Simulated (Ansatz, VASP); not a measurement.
# ZrN (ZrN(110)): VASP beside Ansatz

Wanted: the spread between two codes on one cell, functional and k mesh.

Program: Ansatz 0.2.0. Level of theory: plane waves, with VASP 6.6.1 beside it; single point at PBEsol. Results are calculated unless marked as measured.

## Step 1: The structure

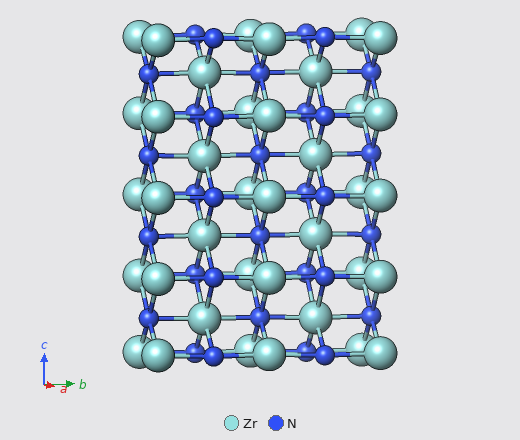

The starting structure, seen from the side, with the c axis up (zirconium light teal, nitrogen blue). 1×2×1 cells are drawn. Some periodic images of atoms are drawn too.

The cell holds 18 atoms: 9 Zr and 9 N. Cell: a = 3.224 Å, b = 4.560 Å, c = 28.898 Å, α = 90.0°, β = 90.0°, γ = 90.0°. It derives from ZrN. Vacuum lies along c.

Coordinates:

```
Zr N
1.0
     3.22441    0.00000    0.00000
     0.00000    4.56000    0.00000
     0.00000    0.00000   28.89763
Zr N
9 9
Direct
  0.00000 0.00000 0.28217
  0.50000 0.50000 0.32996
  0.00000 0.00000 0.38786
  0.50000 0.50000 0.44511
  0.00000 0.00000 0.50000
  0.50000 0.50000 0.55489
  0.00000 0.00000 0.61214
  0.50000 0.50000 0.67004
  0.00000 0.00000 0.71783
  0.00000 0.50000 0.28004
  0.50000 0.00000 0.33117
  0.00000 0.50000 0.38916
  0.50000 0.00000 0.44405
  0.00000 0.50000 0.50000
  0.50000 0.00000 0.55595
  0.00000 0.50000 0.61084
  0.50000 0.00000 0.66883
  0.00000 0.50000 0.71996
```

## Step 2: VASP: single point, PBEsol

With cell and atoms fixed, the geometry can't cause a difference; cores, projectors, grids and the points listed under the comparison can.

Lines of VASP's logs that name or quote its potential files are left out, and so is its time.

Input file INCAR:

```
SYSTEM = ZrN
PREC = Normal
ENCUT = 400
EDIFF = 1E-06
NELM = 120
ISMEAR = 1
SIGMA = 0.1
LREAL = Auto
ALGO = Fast
GGA = PS
NBANDS = 94
LASPH = .TRUE.
LORBIT = 11
LWAVE = .FALSE.
LCHARG = .TRUE.
KPAR = 2
IDIPOL = 3
LDIPOL = .TRUE.
DIPOL = 0.5 0.5 0.5
LVHAR = .TRUE.
LVACPOTAV = .TRUE.
NEDOS = 1500
```

Input file POSCAR:

```
ZrN
1.0
    3.2244069220      0.0000000000      0.0000000000
    0.0000000000      4.5600000000      0.0000000000
    0.0000000000      0.0000000000     28.8976276890
Zr N
9 9
Direct
    0.0000000000      0.0000000000      0.2821671136
    0.5000000000      0.5000000000      0.3299645890
    0.0000000000      0.0000000000      0.3878550367
    0.5000000000      0.5000000000      0.4451104141
    0.0000000000      0.0000000000      0.5000000000
    0.5000000000      0.5000000000      0.5548895859
    0.0000000000      0.0000000000      0.6121449633
    0.5000000000      0.5000000000      0.6700354110
    0.0000000000      0.0000000000      0.7178328864
    0.0000000000      0.5000000000      0.2800364161
    0.5000000000      0.0000000000      0.3311657239
    0.0000000000      0.5000000000      0.3891552927
    0.5000000000      0.0000000000      0.4440482779
    0.0000000000      0.5000000000      0.5000000000
    0.5000000000      0.0000000000      0.5559517221
    0.0000000000      0.5000000000      0.6108447073
    0.5000000000      0.0000000000      0.6688342761
    0.0000000000      0.5000000000      0.7199635839
```

Input file KPOINTS:

```
Automatic mesh
0
Gamma
10 7 1
0 0 0
```

Potentials, in the order of the species: Zr_sv and N (PBE family, release 64).

On the command line:

```
> mpirun -np 2 vasp_std
```

Numbers of over 12 decimals in the logs are rounded to 6 here.

Output:

```text
[banner, memory and clock lines left out]
running    2 mpi-ranks, on    1 nodes
 distrk:  each k-point on    1 cores,    2 groups
 distr:  one band on    1 cores,    1 groups

 POSCAR found type information on POSCAR ZrN
 POSCAR found :  2 types and      18 ions
|                                                                             |
|               ----> ADVICE to this user running VASP <----                  |
|                                                                             |
|     You enforced a specific xc type in the INCAR file but a different       |
|     [... a line on the potential file left out ...]
|     I HOPE YOU KNOW WHAT YOU ARE DOING!                                     |
|                                                                             |

 LDA part: xc-table for (Slater+PW92), standard interpolation
 POSCAR, INCAR and KPOINTS ok, starting setup
 FFT: planning ... GRIDC
 FFT: planning ... GRID_SOFT
 FFT: planning ... GRID
 WAVECAR not read
 entering main loop
       N       E                     dE             d eps       ncg     rms          rms(c)
DAV:   1     0.149899693751E+04    0.14990E+04   -0.72184E+04  5008   0.128E+03
DAV:   2    -0.547595605187E+02   -0.15538E+04   -0.15111E+04  5424   0.424E+02
DAV:   3    -0.202468709231E+03   -0.14771E+03   -0.14606E+03  6528   0.111E+02
DAV:   4    -0.219129056585E+03   -0.16660E+02   -0.16624E+02  8296   0.316E+01
DAV:   5    -0.221493270920E+03   -0.23642E+01   -0.23637E+01  6832   0.762E+00    0.688E+01
RMM:   6    -0.190195180619E+03    0.31298E+02   -0.15996E+02  5476   0.288E+01    0.314E+01
RMM:   7    -0.204606016036E+03   -0.14411E+02   -0.40465E+01  6725   0.144E+01    0.192E+01
RMM:   8    -0.195010006351E+03    0.95960E+01   -0.37663E+01  6741   0.113E+01    0.116E+01
RMM:   9    -0.189865392969E+03    0.51446E+01   -0.42376E+00  6307   0.562E+00    0.581E+00
RMM:  10    -0.189235056921E+03    0.63034E+00   -0.12547E+00  7501   0.257E+00    0.421E+00
RMM:  11    -0.188723550504E+03    0.51151E+00   -0.21689E+00  7626   0.242E+00    0.149E+00
RMM:  12    -0.188701172971E+03    0.22378E-01   -0.52820E-01  7871   0.148E+00    0.766E-01
WARNING in EDDRMM: call to ZHEGV failed, returncode =   6  3     75
RMM:  13    -0.188707075275E+03   -0.59023E-02   -0.18602E-01  8120   0.909E-01    0.341E-01
RMM:  14    -0.188714095444E+03   -0.70202E-02   -0.82937E-02  8429   0.573E-01    0.212E-01
RMM:  15    -0.188718765560E+03   -0.46701E-02   -0.37378E-02  8541   0.389E-01    0.179E-01
RMM:  16    -0.188721973339E+03   -0.32078E-02   -0.17529E-02  8288   0.281E-01    0.809E-02
WARNING in EDDRMM: call to ZHEGV failed, returncode =   8  4     12
RMM:  17    -0.188723940880E+03   -0.19675E-02   -0.10061E-02  8515   0.194E-01    0.474E-02
WARNING in EDDRMM: call to ZHEGV failed, returncode =   8  4     36
RMM:  18    -0.188725191104E+03   -0.12502E-02   -0.50281E-03  8529   0.142E-01    0.357E-02
WARNING in EDDRMM: call to ZHEGV failed, returncode =   8  4     64
RMM:  19    -0.188725882043E+03   -0.69094E-03   -0.29172E-03  8400   0.106E-01    0.305E-02
RMM:  20    -0.188726156251E+03   -0.27421E-03   -0.16821E-03  8540   0.803E-02    0.192E-02
RMM:  21    -0.188726383224E+03   -0.22697E-03   -0.10517E-03  8210   0.602E-02    0.121E-02
RMM:  22    -0.188726494807E+03   -0.11158E-03   -0.65590E-04  8153   0.454E-02    0.762E-03
WARNING in EDDRMM: call to ZHEGV failed, returncode =   6  3     34
WARNING in EDDRMM: call to ZHEGV failed, returncode =   8  4     27
WARNING in EDDRMM: call to ZHEGV failed, returncode =   6  3     44
RMM:  23    -0.188726583433E+03   -0.88627E-04   -0.41555E-04  7882   0.342E-02    0.747E-03
WARNING in EDDRMM: call to ZHEGV failed, returncode =   6  3     14
WARNING in EDDRMM: call to ZHEGV failed, returncode =   6  3     61
WARNING in EDDRMM: call to ZHEGV failed, returncode =   8  4     47
RMM:  24    -0.188726683129E+03   -0.99696E-04   -0.28022E-04  7751   0.267E-02    0.433E-03
WARNING in EDDRMM: call to ZHEGV failed, returncode =   6  3     19
WARNING in EDDRMM: call to ZHEGV failed, returncode =   8  4     35
WARNING in EDDRMM: call to ZHEGV failed, returncode =   6  3     20
WARNING in EDDRMM: call to ZHEGV failed, returncode =   8  4     18
WARNING in EDDRMM: call to ZHEGV failed, returncode =   6  3     21
RMM:  25    -0.188726725834E+03   -0.42705E-04   -0.18336E-04  7421   0.204E-02    0.407E-03
WARNING in EDDRMM: call to ZHEGV failed, returncode =   8  4     25
WARNING in EDDRMM: call to ZHEGV failed, returncode =   6  3     31
RMM:  26    -0.188726750085E+03   -0.24251E-04   -0.12719E-04  7036   0.159E-02    0.237E-03
WARNING in EDDRMM: call to ZHEGV failed, returncode =   8  4     18
WARNING in EDDRMM: call to ZHEGV failed, returncode =   6  3     66
RMM:  27    -0.188726763501E+03   -0.13416E-04   -0.83398E-05  6404   0.125E-02    0.249E-03
WARNING in EDDRMM: call to ZHEGV failed, returncode =   8  4     35
WARNING in EDDRMM: call to ZHEGV failed, returncode =   6  3     46
WARNING in EDDRMM: call to ZHEGV failed, returncode =   8  4     12
WARNING in EDDRMM: call to ZHEGV failed, returncode =   8  4     32
WARNING in EDDRMM: call to ZHEGV failed, returncode =   6  3     47
WARNING in EDDRMM: call to ZHEGV failed, returncode =   6  3     54
WARNING in EDDRMM: call to ZHEGV failed, returncode =   8  4     26
RMM:  28    -0.188726770531E+03   -0.70294E-05   -0.65398E-05  5942   0.102E-02    0.250E-03
WARNING in EDDRMM: call to ZHEGV failed, returncode =   8  4     27
WARNING in EDDRMM: call to ZHEGV failed, returncode =   6  3     33
RMM:  29    -0.188726773027E+03   -0.24959E-05   -0.36774E-05  5489   0.843E-03    0.369E-03
WARNING in EDDRMM: call to ZHEGV failed, returncode =   8  4     21
WARNING in EDDRMM: call to ZHEGV failed, returncode =   8  4     31
WARNING in EDDRMM: call to ZHEGV failed, returncode =   8  4     87
WARNING in EDDRMM: call to ZHEGV failed, returncode =   8  4     42
WARNING in EDDRMM: call to ZHEGV failed, returncode =   8  4     25
WARNING in EDDRMM: call to ZHEGV failed, returncode =   8  4     15
WARNING in EDDRMM: call to ZHEGV failed, returncode =   6  3     23
WARNING in EDDRMM: call to ZHEGV failed, returncode =   6  3     39
WARNING in EDDRMM: call to ZHEGV failed, returncode =   8  4     13
RMM:  30    -0.188726782327E+03   -0.93004E-05   -0.35759E-05  5552   0.768E-03    0.616E-04
WARNING in EDDRMM: call to ZHEGV failed, returncode =   8  4     13
WARNING in EDDRMM: call to ZHEGV failed, returncode =   8  4     11
WARNING in EDDRMM: call to ZHEGV failed, returncode =   8  4     40
WARNING in EDDRMM: call to ZHEGV failed, returncode =   6  3     19
RMM:  31    -0.188726782758E+03   -0.43066E-06   -0.12779E-05  4571   0.626E-03    0.548E-04
WARNING in EDDRMM: call to ZHEGV failed, returncode =   8  4     22
WARNING in EDDRMM: call to ZHEGV failed, returncode =   8  4     82
RMM:  32    -0.188726783306E+03   -0.54818E-06   -0.15413E-05  4843   0.566E-03    0.560E-04
WARNING in EDDRMM: call to ZHEGV failed, returncode =   6  3     48
WARNING in EDDRMM: call to ZHEGV failed, returncode =   6  3     48
WARNING in EDDRMM: call to ZHEGV failed, returncode =   8  4     84
RMM:  33    -0.188726782002E+03    0.13035E-05    0.29446E-06  4226   0.497E-03    0.658E-04
WARNING in EDDRMM: call to ZHEGV failed, returncode =   6  3     75
RMM:  34    -0.188726781067E+03    0.93582E-06   -0.15616E-06  4157   0.462E-03
|                                                                             |
|           W    W    AA    RRRRR   N    N  II  N    N   GGGG   !!!           |
|           W    W   A  A   R    R  NN   N  II  NN   N  G    G  !!!           |
|           W    W  A    A  R    R  N N  N  II  N N  N  G       !!!           |
|           W WW W  AAAAAA  RRRRR   N  N N  II  N  N N  G  GGG   !            |
|           WW  WW  A    A  R   R   N   NN  II  N   NN  G    G                |
|           W    W  A    A  R    R  N    N  II  N    N   GGGG   !!!           |
|                                                                             |
|     Did not find any points to average over, which means that no vacuum     |
|     field-free region was found. Please increase the size of  your cell     |
|     in the dimension of the dipole correction to obtain accurate            |
|     workfunction values.                                                    |
|                                                                             |

   1 F= -.18872678E+03 E0= -.18872652E+03  d E =-.772672E-03
|                                                                             |
|           W    W    AA    RRRRR   N    N  II  N    N   GGGG   !!!           |
|           W    W   A  A   R    R  NN   N  II  NN   N  G    G  !!!           |
|           W    W  A    A  R    R  N N  N  II  N N  N  G       !!!           |
|           W WW W  AAAAAA  RRRRR   N  N N  II  N  N N  G  GGG   !            |
|           WW  WW  A    A  R   R   N   NN  II  N   NN  G    G                |
|           W    W  A    A  R    R  N    N  II  N    N   GGGG   !!!           |
|                                                                             |
|     Did not find any points to average over, which means that no vacuum     |
|     field-free region was found. Please increase the size of  your cell     |
|     in the dimension of the dipole correction to obtain accurate            |
|     workfunction values.                                                    |
|                                                                             |
```

OUTCAR, selected parts (step 2):

```text
ion  position               nearest neighbor table
   1  0.000  0.000  0.282-  11 2.15  11 2.15  10 2.28  10 2.28   3 3.05   2 3.12   2 3.12   2 3.12
                             2 3.12
   2  0.500  0.500  0.330-  10 2.16  10 2.16  11 2.28  11 2.28  12 2.35  12 2.35   1 3.12   1 3.12
                             1 3.12   1 3.12   3 3.26   3 3.26   3 3.26   3 3.26   4 3.33
   3  0.000  0.000  0.388-  12 2.28  12 2.28  13 2.29  13 2.29  11 2.30  11 2.30   1 3.05   5 3.24
                             4 3.25   4 3.25   4 3.25   4 3.25   2 3.26   2 3.26   2 3.26   2 3.26
   4  0.500  0.500  0.445-  14 2.26  14 2.26  13 2.28  13 2.28  12 2.28  12 2.28   6 3.17   5 3.21
                             5 3.21   5 3.21   5 3.21   3 3.25   3 3.25   3 3.25   3 3.25   2 3.33
   5  0.000  0.000  0.500-  14 2.28  14 2.28  15 2.28  13 2.28  13 2.28  15 2.28   6 3.21   6 3.21
                             4 3.21   6 3.21   4 3.21   4 3.21   4 3.21   6 3.21   3 3.24   7 3.24
   6  0.500  0.500  0.555-  14 2.26  14 2.26  15 2.28  15 2.28  16 2.28  16 2.28   4 3.17   5 3.21
                             5 3.21   5 3.21   5 3.21   7 3.25   7 3.25   7 3.25   7 3.25   8 3.33
   7  0.000  0.000  0.612-  16 2.28  16 2.28  15 2.29  15 2.29  17 2.30  17 2.30   9 3.05   5 3.24
                             6 3.25   6 3.25   6 3.25   6 3.25   8 3.26   8 3.26   8 3.26   8 3.26
   8  0.500  0.500  0.670-  18 2.16  18 2.16  17 2.28  17 2.28  16 2.35  16 2.35   9 3.12   9 3.12
                             9 3.12   9 3.12   7 3.26   7 3.26   7 3.26   7 3.26   6 3.33
   9  0.000  0.000  0.718-  17 2.15  17 2.15  18 2.28  18 2.28   7 3.05   8 3.12   8 3.12   8 3.12
                             8 3.12
  10  0.000  0.500  0.280-   2 2.16   2 2.16   1 2.28   1 2.28
  11  0.500  0.000  0.331-   1 2.15   1 2.15   2 2.28   2 2.28   3 2.30   3 2.30
  12  0.000  0.500  0.389-   3 2.28   3 2.28   4 2.28   4 2.28   2 2.35   2 2.35
  13  0.500  0.000  0.444-   4 2.28   4 2.28   5 2.28   5 2.28   3 2.29   3 2.29
  14  0.000  0.500  0.500-   4 2.26   6 2.26   4 2.26   6 2.26   5 2.28   5 2.28
  15  0.500  0.000  0.556-   6 2.28   6 2.28   5 2.28   5 2.28   7 2.29   7 2.29
  16  0.000  0.500  0.611-   7 2.28   7 2.28   6 2.28   6 2.28   8 2.35   8 2.35
  17  0.500  0.000  0.669-   9 2.15   9 2.15   8 2.28   8 2.28   7 2.30   7 2.30
  18  0.000  0.500  0.720-   8 2.16   8 2.16   9 2.28   9 2.28

  LATTYP: Found a simple orthorhombic cell.
 ALAT       =     3.2244069220
 B/A-ratio  =     1.4142135625
 C/A-ratio  =     8.9621528511

 Subroutine GETGRP returns: Found  8 space group operations
 (whereof  8 operations were pure point group operations)

The static configuration has the point symmetry D_2h.

 Found     24 irreducible k-points:

   k-points           NKPTS =     24   k-points in BZ     NKDIM =     24   number of bands    NBANDS=     94

   dimension x,y,z NGX =    16 NGY =   24 NGZ =  144
   dimension x,y,z NGXF=    32 NGYF=   48 NGZF=  288

   ENCUT  =  400.0 eV  29.40 Ry    5.42 a.u.   5.26  7.44 47.12*2*pi/ulx,y,z

   NELECT =     153.0000    total number of electrons

 k-points in reciprocal lattice and weights: Automatic mesh
   0.00000000  0.00000000  0.00000000       0.014
   0.10000000  0.00000000  0.00000000       0.029
   0.20000000  0.00000000  0.00000000       0.029
   0.30000000  0.00000000  0.00000000       0.029
   0.40000000  0.00000000  0.00000000       0.029
   0.50000000  0.00000000  0.00000000       0.014
   0.00000000  0.14285714  0.00000000       0.029
   0.10000000  0.14285714  0.00000000       0.057
   0.20000000  0.14285714  0.00000000       0.057
[...]
0.40000000  0.42857143  0.00000000       0.057
   0.50000000  0.42857143  0.00000000       0.029

 dipolmoment           0.000000      0.000000      0.000000 electrons x Angstroem

 average (electrostatic) potential at core
       1 -79.3135       2 -79.0327       3 -79.2438       4 -79.3107       5 -79.3712
       6 -79.3107       7 -79.2438       8 -79.0327       9 -79.3135      10 -63.8646
      11 -65.3688      12 -64.7405      13 -64.9121      14 -65.0651      15 -64.9121
      16 -64.7405      17 -65.3688      18 -63.8646

 E-fermi :   4.5987

 k-point     1 :       0.0000    0.0000    0.0000
  band No.  band energies     occupation
    ...
     75       4.1000      2.00000
     76       4.2726      2.00004
     77       4.3873      2.01089
     78       4.5367      1.85707
     79       4.5808      1.29634
     80       4.8146     -0.00922
     81       4.8522     -0.00197
     82       4.9123     -0.00009
     83       5.2094     -0.00000
     84       5.2455     -0.00000
    ...

 k-point     2 :       0.1000    0.0000    0.0000
  band No.  band energies     occupation
    ...
     75       3.7149      2.00000
     76       3.7465      2.00000
     77       4.1791      2.00000
     78       4.3224      2.00066
     79       4.3744      2.00678
     80       4.6990     -0.05103
     81       4.7853     -0.02399
     82       4.8159     -0.00882
     83       5.1712     -0.00000
     84       5.5008     -0.00000
    ...

 k-point     3 :       0.2000    0.0000    0.0000
  band No.  band energies     occupation
    ...
     75       3.2557      2.00000
     76       3.4721      2.00000
     77       3.9444      2.00000
     78       4.0590      2.00000
     79       4.1349      2.00000
     80       4.7197     -0.07085
     81       4.8945     -0.00024
     82       5.0649     -0.00000
     83       5.1439     -0.00000
     84       5.4123     -0.00000
    ...

  Total        0.5941791    -14.8193582     -4.9953973      0.0000000      0.0000000      0.0000000
  in kB        2.2405315    -55.8808621    -18.8366529      0.0000000      0.0000000      0.0000000
  external PRESSURE =     -24.1589945 kB  Pullay stress =       0.0000000 kB

  energy-cutoff  :      400.00
  volume of cell :      424.89
      direct lattice vectors                 reciprocal lattice vectors
     3.224406922  0.000000000  0.000000000     0.310134553  0.000000000  0.000000000
     0.000000000  4.560000000  0.000000000     0.000000000  0.219298246  0.000000000
     0.000000000  0.000000000 28.897627689     0.000000000  0.000000000  0.034604917

 POSITION                                       TOTAL-FORCE (eV/Angst)
 -----------------------------------------------------------------------------------
      0.00000      0.00000      8.15396        -0.000000      0.000000      0.001408
      1.61220      2.28000      9.53519        -0.000000     -0.000000     -0.001613
      0.00000      0.00000     11.20809        -0.000000      0.000000      0.033527
      1.61220      2.28000     12.86264        -0.000000      0.000000     -0.015138
      0.00000      0.00000     14.44881        -0.000000     -0.000000     -0.000000
      1.61220      2.28000     16.03499        -0.000000     -0.000000      0.015138
      0.00000      0.00000     17.68954        -0.000000     -0.000000     -0.033527
      1.61220      2.28000     19.36243        -0.000000     -0.000000      0.001613
      0.00000      0.00000     20.74367        -0.000000     -0.000000     -0.001408
      0.00000      2.28000      8.09239        -0.000000     -0.000000     -0.006332
      1.61220      0.00000      9.56990        -0.000000     -0.000000      0.025378
      0.00000      2.28000     11.24566        -0.000000     -0.000000      0.017027
      1.61220      0.00000     12.83194         0.000000     -0.000000      0.015235
      0.00000      2.28000     14.44881        -0.000000     -0.000000     -0.000000
      1.61220      0.00000     16.06569        -0.000000     -0.000000     -0.015235
      0.00000      2.28000     17.65196        -0.000000     -0.000000     -0.017027
      1.61220      0.00000     19.32772         0.000000      0.000000     -0.025378
      0.00000      2.28000     20.80524         0.000000     -0.000000      0.006332
 -----------------------------------------------------------------------------------
    total drift:                                0.000000      0.000000      0.000000

  FREE ENERGIE OF THE ION-ELECTRON SYSTEM (eV)
  ---------------------------------------------------
  free  energy   TOTEN  =      -188.7267810666 eV

  energy  without entropy=     -188.7260083945  energy(sigma->0) =     -188.72652351

 total charge
# of ion       s       p       d       tot
------------------------------------------
    1        2.170   5.997   1.780   9.947
    2        2.177   6.044   1.700   9.922
    3        2.162   6.029   1.713   9.904
    4        2.168   6.036   1.693   9.897
    5        2.165   6.033   1.701   9.899
    6        2.168   6.036   1.693   9.897
    7        2.162   6.029   1.713   9.904
    8        2.177   6.044   1.700   9.922
    9        2.170   5.997   1.780   9.947
   10        1.268   2.350   0.000   3.617
   11        1.257   2.428   0.000   3.686
   12        1.250   2.410   0.000   3.660
   13        1.248   2.423   0.000   3.672
   14        1.253   2.424   0.000   3.677
   15        1.248   2.423   0.000   3.672
   16        1.250   2.410   0.000   3.660
   17        1.257   2.428   0.000   3.686
   18        1.268   2.350   0.000   3.617
--------------------------------------------------
tot         30.818  75.893  15.474 122.185

[... 3 further parts left out ...]
```

[end of part 1 of 2]

[Lines on the potential files, build, host, timing and source positions are cut from VASP's logs without a mark.]

[Logs are printed without paths, hosts, clocks, repeated set-up lines and the standing remarks that a program may print on its own settings, such as how far it seeks lower states.]

[Hosts, paths, dates, database ids (printed as entryN), source tags and the programs' standing remarks are cut or masked in the printed files.]
